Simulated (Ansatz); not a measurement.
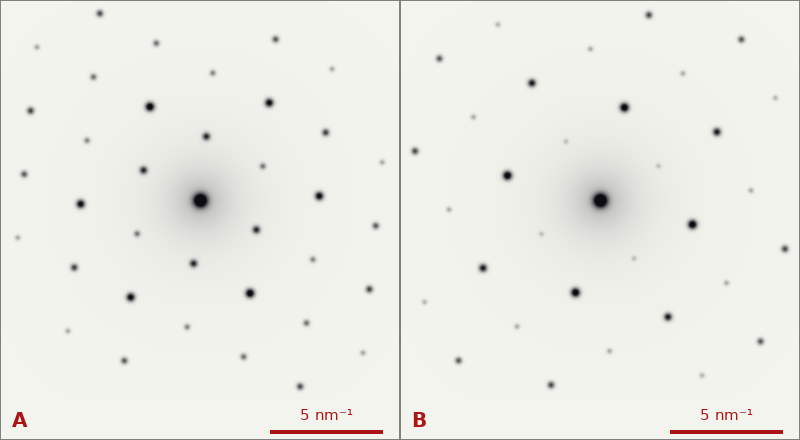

Kinematic electron diffraction patterns (200 kV, B = 0.5 Å², same scale, each along a low-index zone) of two structures of composition Si2Sb, each relaxed at zero pressure with DFT r2SCAN, scalar-relativistic, plane waves, PAW in Ansatz 0.2.0.

The structures (standard cells):
1. P4_2/mnm (No. 136), a = 6.230 Å, c = 4.199 Å, 6 atoms; generated start, possibly hypothetical
2. Fm-3m (No. 225), a = 6.569 Å, 12 atoms; generated start, possibly hypothetical

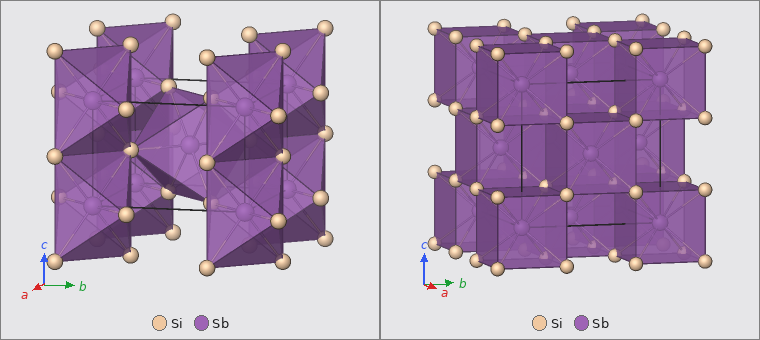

Drawings of the structures 1 to 2, from left to right (each may span several cells).

Which pattern belongs to which structure, and along which zone?

A is structure 1 along [100] or an equivalent direction: centred rectangular net of 0 1 1 at d = 3.48 Å and 0 -1 1 at d = 3.48 Å, 68.0° apart (some points of this net are extinct or too weak to see). B is structure 2 along [001] or an equivalent direction: square net of 2 0 0 (weak) at d = 3.28 Å and 0 2 0 (weak) at d = 3.28 Å, 90.0° apart.

Rank the structures by their computed energy.

Structure 2 (Fm-3m, 23.63 Å³ an atom) is the lowest of these; structure 1 (P4_2/mnm, 27.16 Å³ an atom) lies about 220 meV an atom higher. These are static energies at 0 K; other structures, not shown, may lie lower still.
